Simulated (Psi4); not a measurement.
# GeH2 (SMILES [GeH2]) at BP86/def2-SVP (density fitting with cc-pvqz-jkfit, sweep point 5)

What is the vertical ionisation energy of GeH2 at BP86/def2-SVP (density fitting with cc-pvqz-jkfit, sweep point 5)? 

Program for the calculation: Psi4 1.11.

2 further runs of the same task are left out: 2 for a known fault of the program. Runs told in other sessions of the task aren't counted.

## 1. The molecule

GeH2 has 3 atoms, charge 0, and is taken as a singlet. As SMILES, `[GeH2]`. Geometry: relaxed at PBE0-D4/def2-TZVP.

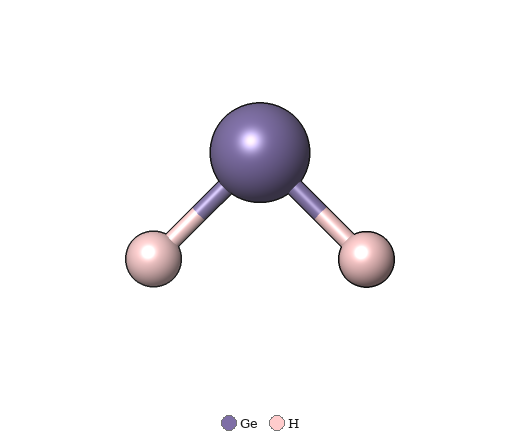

The structure, seen from a chosen angle (germanium purple, hydrogen pink).

## 2. A single-point energy at BP86/def2-SVP (density fitting with cc-pvqz-jkfit, sweep point 5)

The input, calc.py:

```python
import psi4

psi4.set_memory('1600 MB')
psi4.set_num_threads(1)
psi4.set_output_file('geh2.out', False)

mol = psi4.geometry("""
0 1
Ge    -1.07733286     0.76552805    -0.49832078
H      1.47965556     1.40520035     0.96187060
H     -0.40232269    -2.17072840    -0.46354982
units au
symmetry c1
""")

options = {'basis': 'def2-SVP', 'puream': True, 'scf_type': 'df', 'dft_radial_points': 99, 'dft_spherical_points': 590, 'df_basis_scf': 'cc-pvqz-jkfit'}
psi4.set_options(options)

e_tot, wfn = psi4.energy('bp86', molecule=mol, return_wfn=True)
print(f'total energy {e_tot:.8f} hartree = {e_tot * 27.211386:.5f} eV')
for k, v in sorted(psi4.core.scalar_variables().items()):
    print(f'{k:45s} {v:18.10f}')
```

Command:

```console
python calc.py
```

geh2.out:

```text
[...]
  Running in c1 symmetry.
[...]
  Nuclear repulsion =   21.473702033599352
[...]
  Multiplicity = 1
[...]
  Nalpha       = 17
  Nbeta        = 17
[...]
    Number of basis functions: 42
[...]
   @DF-RKS iter   1: -2076.80312686161597   -1.93348e+00   5.68346e-02 ADIIS/DIIS
[...]
   @DF-RKS iter   8: -2078.14920957096638   -1.87233e-08   6.53817e-07 DIIS
[...]
    Orbital Energies [Eh]
    ---------------------
    Doubly Occupied:
       1A   -397.152531     2A    -49.182496     3A    -43.811425
       4A    -43.807440     5A    -43.806568     6A     -5.981508
       7A     -4.209196     8A     -4.195760     9A     -4.192741
      10A     -1.112081    11A     -1.108766    12A     -1.106381
      13A     -1.098265    14A     -1.096060    15A     -0.475355
      16A     -0.280589    17A     -0.218992
[...]
  @DF-RKS Final Energy: -2078.14920957096638
   => Energetics <=
    Nuclear Repulsion Energy =             21.4737020335993520
    One-Electron Energy =               -2937.5071950865785766
    Two-Electron Energy =                 917.8470418010350613
    DFT Exchange-Correlation Energy =     -79.9627583190220435
    Empirical Dispersion Energy =           0.0000000000000000
    VV10 Nonlocal Energy =                  0.0000000000000000
    Total Energy =                      -2078.1492095709663772
[...]
 Multipole Moments:
 ------------------------------------------------------------------------------------
     Multipole            Electronic (a.u.)      Nuclear  (a.u.)        Total (a.u.)
 ------------------------------------------------------------------------------------
 L = 1.  Multiply by 2.5417464519 to convert [e a0] to [Debye]
 Dipole X            :         -1.9640613            1.9501117           -0.0139496
 Dipole Y            :          1.2754226           -1.2664574            0.0089652
 Dipole Z            :         -0.0000000           -0.0000000           -0.0000000
 Magnitude           :                                                    0.0165821
[...]
```

The script printed:

```text
total energy -2078.14920957 hartree = -56549.32031 eV
CURRENT ENERGY                                  -2078.1492095710
CURRENT REFERENCE ENERGY                        -2078.1492095710
DD SOLVATION ENERGY                                 0.0000000000
DFT FUNCTIONAL TOTAL ENERGY                     -2078.1492095710
DFT TOTAL ENERGY                                -2078.1492095710
DFT VV10 ENERGY                                     0.0000000000
DFT XC ENERGY                                     -79.9627583190
GRID ELECTRONS ALPHA                               17.0000000296
GRID ELECTRONS BETA                                17.0000000296
GRID ELECTRONS TOTAL                               34.0000000593
NUCLEAR REPULSION ENERGY                           21.4737020336
ONE-ELECTRON ENERGY                             -2937.5071950866
PCM POLARIZATION ENERGY                             0.0000000000
PE ENERGY                                           0.0000000000
SCF ITERATION ENERGY                            -2078.1492095710
SCF ITERATIONS                                      8.0000000000
SCF TOTAL ENERGY                                -2078.1492095710
TWO-ELECTRON ENERGY                               917.8470418010
XC GRID RADIAL POINTS                              99.0000000000
XC GRID SPHERICAL POINTS                          590.0000000000
XC GRID TOTAL POINTS                           166561.0000000000
```

It took 4.5 s on 1 thread of Intel Xeon Platinum 8259CL at 2.50GHz (Skylake/Cascade Lake), shared host; peak memory 0.4 GiB.

## 3. The doublet cation at the same level

The input, run.py:

```python
import psi4

psi4.set_memory('1600 MB')
psi4.set_num_threads(1)
psi4.set_output_file('run.log', False)

molecule = psi4.geometry("""
1 2
Ge    -1.07733286     0.76552805    -0.49832078
H      1.47965556     1.40520035     0.96187060
H     -0.40232269    -2.17072840    -0.46354982
units au
symmetry c1
""")

psi4.set_options({
    'basis': 'def2-SVP',
    'reference': 'uks',
    'puream': True,
    'scf_type': 'df',
    'dft_radial_points': 99,
    'dft_spherical_points': 590,
    'df_basis_scf': 'cc-pvqz-jkfit',
    'maxiter': 100,
})

E = psi4.energy("bp86")
print(f'bp86 energy: {E:.10f} Eh')
```

Command:

```console
python run.py
```

run.log:

```text
[...]
  Running in c1 symmetry.
[...]
  Nuclear repulsion =   21.473702033599352
[...]
  Multiplicity = 2
[...]
  Nalpha       = 17
  Nbeta        = 16
[...]
    Number of basis functions: 42
[...]
   @DF-UKS iter   1: -2076.63464004160323   -1.76500e+00   5.53640e-02 DIIS/ADIIS
[...]
   @DF-UKS iter   8: -2077.79818835931519   -3.96421e-08   5.72495e-07 DIIS
[...]
   @S^2 Observed:                7.519066983E-01
[...]
    Orbital Energies [Eh]
    ---------------------
    Alpha Occupied:
       1A   -397.485276     2A    -49.512901     3A    -44.141975
       4A    -44.138800     5A    -44.137002     6A     -6.313069
       7A     -4.540126     8A     -4.528937     9A     -4.523717
      10A     -1.443148    11A     -1.440911    12A     -1.436403
      13A     -1.430765    14A     -1.428171    15A     -0.779599
      16A     -0.568702    17A     -0.533308
    Alpha Virtual:
      18A     -0.423934    19A     -0.260909    20A     -0.212199
      21A     -0.082753    22A      0.029026    23A      0.033298
      24A      0.038467    25A      0.042685    26A      0.057272
[...]
  @DF-UKS Final Energy: -2077.79818835931519
   => Energetics <=
    Nuclear Repulsion Energy =             21.4737020335993520
    One-Electron Energy =               -2926.5032060118978734
    Two-Electron Energy =                 906.9211570800767959
    DFT Exchange-Correlation Energy =     -79.6898414610932662
    Empirical Dispersion Energy =           0.0000000000000000
    VV10 Nonlocal Energy =                  0.0000000000000000
    Total Energy =                      -2077.7981883593151906
  UHF NO Occupations:
  HONO-2 :   15  A 1.9996578
  HONO-1 :   16  A 1.9994389
[...]
 Multipole Moments:
 ------------------------------------------------------------------------------------
     Multipole            Electronic (a.u.)      Nuclear  (a.u.)        Total (a.u.)
 ------------------------------------------------------------------------------------
 L = 1.  Multiply by 2.5417464519 to convert [e a0] to [Debye]
 Dipole X            :         -1.8613169            1.9501117            0.0887948
 Dipole Y            :          1.2087213           -1.2664574           -0.0577361
 Dipole Z            :          0.0000000           -0.0000000            0.0000000
 Magnitude           :                                                    0.1059149
[...]
```

On the terminal:

```text
bp86 energy: -2077.7981883593 Eh
```

Wall time 5.7 s (1 thread of Intel Xeon Platinum 8259CL at 2.50GHz (Skylake/Cascade Lake), shared host); peak memory 0.4 GiB.

## 4. Summary of results

Level: BP86/def2-SVP (density fitting with cc-pvqz-jkfit, sweep point 5).

| quantity | value |
| --- | --- |
| singlet GeH2: total energy | -2078.14921 Eh |
| singlet GeH2: dipole moment | 0.04 D |
| singlet GeH2: HOMO energy | -5.96 eV |
| singlet GeH2: LUMO energy | -4.02 eV |
| singlet GeH2: HOMO–LUMO gap | 1.94 eV |
| doublet cation: total energy | -2077.79819 Eh |
| doublet cation: HOMO energy (highest over α and β) | -14.51 eV |
| doublet cation: LUMO energy (lowest over α and β) | -13.12 eV |
| doublet cation: ⟨S²⟩ | 0.752 |
| vertical ionisation energy (to the doublet cation) | 9.552 eV |

What this shows: Removing an electron at fixed nuclei costs 9.55 eV (220 kcal/mol). −ε(HOMO) before ionisation, 5.96 eV, is 3.59 eV below this ionisation energy.
